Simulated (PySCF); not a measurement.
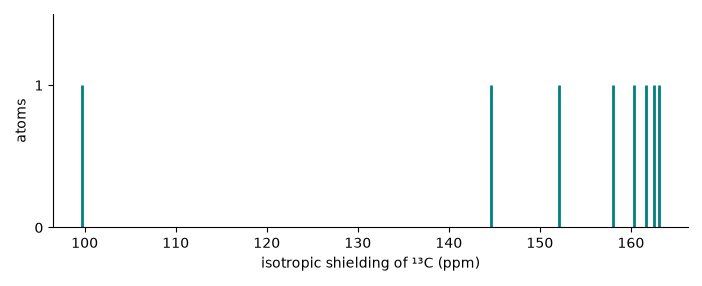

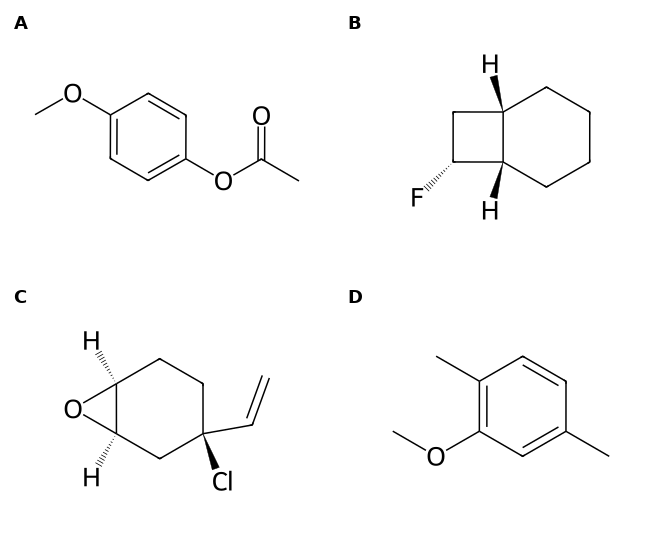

The sticks are computed shieldings of one of the molecules, for one fixed geometry (PBE0-D3(BJ)/def2-SVP) without averaging over rotations. Low shielding means a high chemical shift. Method: GIAO PBE0/pcSseg-1 NMR shielding, non-relativistic, IEF-PCM acetonitrile (PySCF 2.14.0).

### Match the spectrum to a structure.

B, `F[C@@H]1C[C@@H]2CCCC[C@@H]21`. Its 8 C atoms give lines at 99.7, 144.7, 152.1, 158.0, 160.3, 161.7, 162.6, 163.1 ppm.
